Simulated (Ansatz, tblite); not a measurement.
**[TcS4]-: which spin state is lowest**

Aim: set other spin states of [TcS4]- against its singlet, on many levels of theory.

Method: as each input shows; program: Ansatz 0.2.0, Gaussian basis.

Plan: triplet, at the geometry of the singlet (GFN1-xTB, GFN2-xTB, PBE0-D4/def2-TZVPD, PBE-D4/def2-TZVPD, r2SCAN-D4/def2-TZVPD); the singlet's energies come from earlier runs.

3 further runs of the same task are left out: 2 that didn't finish, 1 set aside as unsound or not needed.

**1. The relaxed structure**

The geometry is that of the singlet, from an earlier relaxation (PBE0-D4/def2-SVPD).

5 atoms, charge -1, spin multiplicity 1.

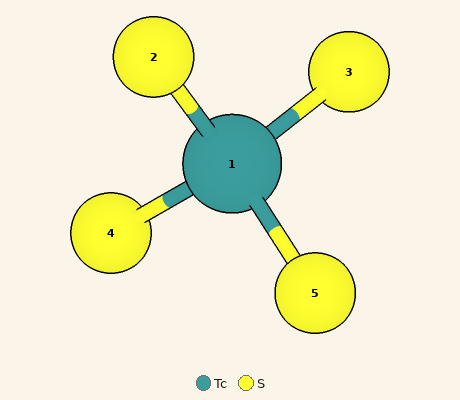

The structure; technetium teal, sulfur yellow; atoms are numbered from 1 in the order of the file.

Formally the metal is d0. Tc takes a core potential in the def2 sets. No spin-orbit coupling is included. The ion is computed in the gas phase, without counter-ions or solvent.

**2. Triplet at the fixed geometry, GFN1-xTB**

Tight binding, by tblite at 300 K electronic temperature and without a spin-polarisation term:

```python
tblite.interface.Calculator('GFN1-xTB', numbers, positions, charge=-1, uhf=2).singlepoint()
```

Energy -474.5377 eV; 0.012 s.

**3. Triplet at the fixed geometry, GFN2-xTB**

Tight binding, by tblite at 300 K electronic temperature and without a spin-polarisation term:

```python
tblite.interface.Calculator('GFN2-xTB', numbers, positions, charge=-1, uhf=2).singlepoint()
```

Energy -436.3781 eV; 0.012 s.

**4. Triplet at the fixed geometry, PBE0-D4/def2-TZVPD**

in.yaml

```yaml
crystal:
  periodic: [false, false, false]
  atoms:
    - {symbol: Tc, position_ang: [-0.000002, 0.000000, -0.000017]}
    - {symbol: S, position_ang: [0.010282, -0.017045, 2.121982]}
    - {symbol: S, position_ang: [1.997277, 0.010294, -0.716986]}
    - {symbol: S, position_ang: [-1.007751, 1.736007, -0.688512]}
    - {symbol: S, position_ang: [-0.999816, -1.729266, -0.716468]}
basis:
  gaussian: {orbitals: def2-TZVPD}
total_charge: -1
magnetization: {spin_polarized: true, initial_magnetization: 2}
hamiltonian: {xc: pbe0, dispersion: d4}
scf: {omitted_lower_state_checks: [starts]}
output: {orbitals: {seedname: orbitals}}
```

The run is started by

```bash
ansatz run in.yaml --threads 2 --pin off --events-out ev --progress --plain --max-ram 4352MiB
```

The program printed:

```text
Functional definition: PBE0
  name "PBE0"
  cite "Adamo & Barone, J. Chem. Phys. 110, 6158 (1999) doi:10.1063/1.478522"
  cite "Perdew, Burke & Ernzerhof, Phys. Rev. Lett. 77, 3865 (1996) doi:10.1103/PhysRevLett.77.3865"
  parent pbe
  parameter a = 0.25
  parameter kappa = 0.804
  parameter beta = 0.06672455060314922
  exchange = (1 - a)*pbe_x(kappa = kappa, mu = beta*pi^2/3) + a*exact_x
  correlation = pbe_c(beta = beta)
these checks for a lower state are left out or cut short: starts
1634 factors; their error is unknown
mean field evaluation 1: about -45529.5063 eV, gradient 2.4e1 eV
mean field evaluation 2: about -45488.9218 eV, gradient 1.1e2 eV
mean field evaluation 4: about -45531.3783 eV, gradient 8.2e0 eV
mean field evaluation 8: about -45531.8079 eV, gradient 2.1e-1 eV
mean field evaluation 16: about -45531.9286 eV, gradient 1.1e-2 eV
mean field evaluation 32: about -45531.9307 eV, gradient 1.6e-2 eV
mean field -45531.93068472 eV, -1673.2675900124 hartree, gradient 8.7e-6 eV, S^2 2.034408; 0 other end points of the search recorded, 0 dependent functions left out
reference -45531.93073561 eV, -1673.2675918826 hartree; 41, 39 occupied and 183, 185 virtual orbitals, 1634 factors
Total energy: -45532.28389410 eV, -1673.2805702177 hartree
Checks for a lower state left out: starts
```

Run time: 2.1 min. Hardware: 2 threads of Arm Neoverse N1, shared host; peak memory 1.6 GiB.

HOMO -1.38 eV, LUMO -0.74 eV (over both spins); ⟨S²⟩ 2.034 (pure: 2.00).

**5. Triplet at the fixed geometry, PBE-D4/def2-TZVPD**

start.molden holds the orbitals of an earlier run on this state, given as this run's starting guess.

in.yaml: that of step 4 with these lines changed.

```diff
@@ -9,6 +9,6 @@
 basis:
-  gaussian: {orbitals: def2-TZVPD}
+  gaussian: {orbitals: def2-TZVPD, initial_orbitals: start.molden}
 total_charge: -1
 magnetization: {spin_polarized: true, initial_magnetization: 2}
-hamiltonian: {xc: pbe0, dispersion: d4}
+hamiltonian: {xc: pbe, dispersion: d4}
 scf: {omitted_lower_state_checks: [starts]}
```

The command is unchanged.

The program printed:

```text
Functional definition: PBE
  name "PBE"
  cite "Perdew, Burke & Ernzerhof, Phys. Rev. Lett. 77, 3865 (1996) doi:10.1103/PhysRevLett.77.3865"
  parent pbe
  parameter kappa = 0.804
  parameter beta = 0.06672455060314922
  exchange = pbe_x(kappa = kappa, mu = beta*pi^2/3)
  correlation = pbe_c(beta = beta)
these checks for a lower state are left out or cut short: starts
1526 factors; their error is unknown
mean field evaluation 1: about -45530.7846 eV, gradient 1.1e1 eV
mean field evaluation 2: about -45530.9651 eV, gradient 3.7e-1 eV
mean field evaluation 4: about -45531.0117 eV, gradient 3.2e-2 eV
mean field evaluation 8: about -45530.9903 eV, gradient 1.4e-5 eV
mean field -45530.99034839 eV, -1673.2330332895 hartree, gradient 8.5e-6 eV, S^2 2.009890; 0 other end points of the search recorded, 0 dependent functions left out
reference -45530.99041213 eV, -1673.2330356320 hartree; 41, 39 occupied and 183, 185 virtual orbitals, 1526 factors
Total energy: -45531.39970263 eV, -1673.2480767806 hartree
Checks for a lower state left out: starts
```

Run time: 27 s. Hardware: 2 threads of Arm Neoverse N1, shared host.

From the report: HOMO -0.06 eV, LUMO -1.35 eV (over both spins; with the spin held, an empty level of the minority spin lies below the top filled one); ⟨S²⟩ 2.010 (pure: 2.00).

**6. Triplet at the fixed geometry, r2SCAN-D4/def2-TZVPD**

in.yaml: that of step 5 with these lines changed.

```diff
@@ -12,3 +12,3 @@
 magnetization: {spin_polarized: true, initial_magnetization: 2}
-hamiltonian: {xc: pbe, dispersion: d4}
+hamiltonian: {xc: r2scan, dispersion: d4}
 scf: {omitted_lower_state_checks: [starts]}
```

Same command.

The program printed (excerpt; [...] marks lines left out):

```text
Functional definition: r2SCAN
  name "r2SCAN"
  cite "Furness, Kaplan, Ning, Perdew & Sun, J. Phys. Chem. Lett. 11, 8208 (2020) doi:10.1021/acs.jpclett.0c02405"
  cite "Furness, Kaplan, Ning, Perdew & Sun, J. Phys. Chem. Lett. 11, 9248 (2020) doi:10.1021/acs.jpclett.0c03077"
  parent r2scan
[...]
1526 factors; their error is unknown
[...]
mean field -45546.50841204 eV, -1673.8033116102 hartree, gradient 3.3e-6 eV, S^2 2.022490; 0 other end points of the search recorded, 0 dependent functions left out
reference -45546.50845645 eV, -1673.8033132424 hartree; 41, 39 occupied and 183, 185 virtual orbitals, 1526 factors
Total energy: -45546.59328295 eV, -1673.8064305587 hartree
Checks for a lower state left out: starts
```

It took 2.3 min on 2 threads of Arm Neoverse N1, shared host; peak memory 0.88 GiB.

From the report: HOMO -0.37 eV, LUMO -1.38 eV (over both spins; with the spin held, an empty level of the minority spin lies below the top filled one); ⟨S²⟩ 2.022 (pure: 2.00).

**7. Triplet less singlet, vertical**

The singlet's energies are those of its earlier runs, whose logs aren't repeated here.

```csv
level,"triplet less singlet, vertical (eV)",time
GFN1-xTB,+1.837,0.025 s
GFN2-xTB,+1.627,0.022 s
PBE-D4/def2-TZVPD,+1.500,39 s
r2SCAN-D4/def2-TZVPD,+1.445,2.7 min
PBE0-D4/def2-TZVPD,+1.274,2.4 min
```

Times add the two runs; a level without a time comes out of a correlated run. Tight binding without a spin term can't rank spin states.

**8. Results**

```
                                                 quantity                                   value
triplet less singlet, vertical, functionals in def2-TZVPD  +1.274 (PBE0-D4) to +1.500 eV (PBE-D4)
```

In words: All functionals put the triplet above the singlet, over a spread of 0.226 eV. The checks for a lower triplet were left out, so another state of that spin may lie lower. The singlet here is a closed shell; an open-shell singlet can lie lower. These are electronic energies, without zero-point motion, entropy or surroundings.
